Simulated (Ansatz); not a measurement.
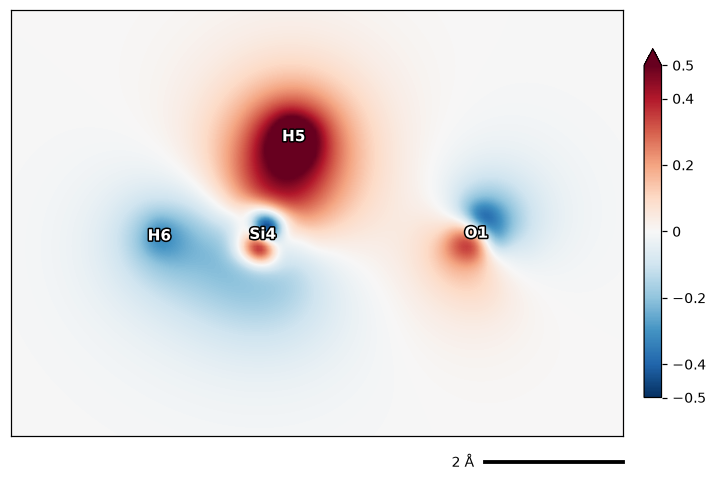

H2O···SiH4 (SMILES O.[SiH4]). The HOMO−1 on the plane of atoms H5, Si4 and H6 (values in Å⁻³ᐟ²; the overall sign is arbitrary).

Geometry: PBE0-D4/def2-TZVP.

Theory: Ansatz, RKS PBE0-D4/def2-TZVPPD.

Input file:

```
crystal:
  periodic: [false, false, false]
  atoms:
    - {symbol: O, position_ang: [-0.520284, -0.350901, -1.769314]}
    - {symbol: H, position_ang: [-0.853771, 0.483156, -2.108258]}
    - {symbol: H, position_ang: [0.312857, -0.493128, -2.224733]}
    - {symbol: Si, position_ang: [0.203669, 0.065929, 1.202224]}
    - {symbol: H, position_ang: [-1.208168, -0.376954, 1.132698]}
    - {symbol: H, position_ang: [0.571181, 0.258876, 2.632888]}
    - {symbol: H, position_ang: [0.381099, 1.367080, 0.508902]}
    - {symbol: H, position_ang: [1.113417, -0.954059, 0.625593]}
basis:
  gaussian: {orbitals: "def2-TZVPPD.json"}
hamiltonian: {xc: pbe0, dispersion: d4}
output: {orbitals: {seedname: orbitals}}
```

Run with:

```sh
ansatz run in.yaml --threads 2 --pin off --events-out ev --progress --plain --max-ram 5222MiB
```

> Where does this orbital lie, and at what energy?

By Hirshfeld shares it lies mainly on Si4 (about 40 %), H5 (about 30 %) and H7 (about 15 %). Its energy is −9.50 eV.
